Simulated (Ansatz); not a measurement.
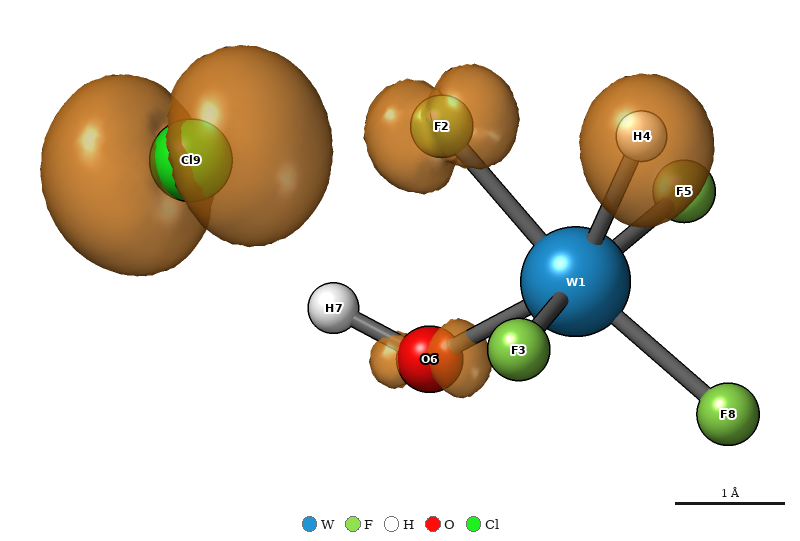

The picture shows: F₄H₂OW···Cl (doublet). Isosurface of the spin density at +0.03 e/Å³ (orange), seen at a tilt.

Core potentials replace the inner electrons of W; not at a stationary point (largest force 1.4 eV/Å).

Theory: Ansatz, UKS PBE/def2-SVP.

```yaml
atoms:
  - { symbol: W, position_ang: [0.0248, -0.0582, -0.1324] }
  - { symbol: F, position_ang: [0.0445, 0.5705, 1.6536] }
  - { symbol: F, position_ang: [1.8488, 0.2559, -0.3381] }
  - { symbol: H, position_ang: [-0.0305, 1.6941, -0.0543] }
  - { symbol: F, position_ang: [-1.8213, 0.1527, -0.2621] }
  - { symbol: O, position_ang: [0.0873, -1.6737, 0.7516] }
  - { symbol: H, position_ang: [0.1074, -1.7890, 1.7766] }
  - { symbol: F, position_ang: [-0.0045, -0.3605, -1.9769] }
  - { symbol: Cl, position_ang: [0.1252, -1.2889, 3.6042] }
```

### Describe the spin distribution.

The unpaired spin (1 electron) lies mostly on Cl9 (about 0.7), F2 (about 0.1) and H4 (about 0.1), in electrons by Hirshfeld's partition.
